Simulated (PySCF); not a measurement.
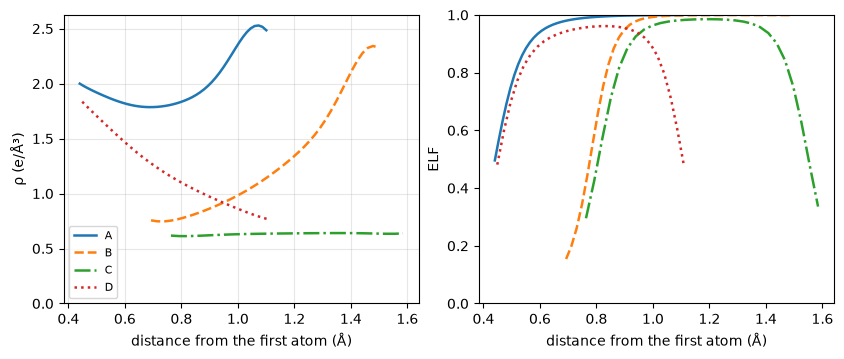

Figure. C2H12Si3 (SMILES C[Si](C)([SiH3])[SiH3]). Total electron density and ELF along straight lines between neighbouring atoms. The curves leave out the atomic cores.

Geometry: PBE0-D3(BJ)/def2-SVP.

All numbers below come from PySCF, PBE0/def2-SVPD, SCF density, gas phase.

Input file:

```
{"job": {"kind": "uv", "xc": "PBE0", "basis": "def2-SVPD", "ip": false, "nstates": 10}, "charge": 0, "multiplicity": 1}
Si    -0.151444     0.006666    -0.100562
Si    -0.114803    -0.027583     2.247451
H     -1.501345     0.038959     2.813032
H      0.663006     1.132291     2.788020
H      0.527154    -1.288337     2.739750
Si     2.078032     0.005562    -0.836018
H      2.833517    -1.136463    -0.229101
H      2.766304     1.277921    -0.448460
H      2.155487    -0.128625    -2.327676
C     -1.022188     1.569870    -0.709914
H     -1.018680     1.612002    -1.810758
H     -0.522439     2.474747    -0.331945
H     -2.069607     1.589165    -0.369921
C     -1.026902    -1.542129    -0.740663
H     -2.068216    -1.578268    -0.382813
H     -0.515342    -2.454809    -0.398187
H     -1.041074    -1.551559    -1.841984
```

Command:

```sh
OMP_NUM_THREADS=1 python probes_run.py task.json out
```

Which curve belongs to which contact (C–H, C–Si, Si–H and Si–Si)? The first atom named is at distance zero.

Curve A: C–H (1.10 Å): ρ at the midpoint is about 1.9 e/Å³; the ELF climbs to about 1 towards the hydrogen, as it does in any bond to H; an ordinary covalent bond to hydrogen. Curve B: Si–H (1.50 Å): ρ is about 0.75 e/Å³ halfway; the ELF climbs to about 1 towards the hydrogen. Curve C: Si–Si (2.35 Å): the density is about 0.64 e/Å³ at the midpoint; the ELF peaks at about 1 between the atoms; a covalent bond. Curve D: C–Si (1.89 Å): ρ is about 0.92 e/Å³ halfway; the ELF peaks at about 0.95 between the atoms (a shared electron pair).
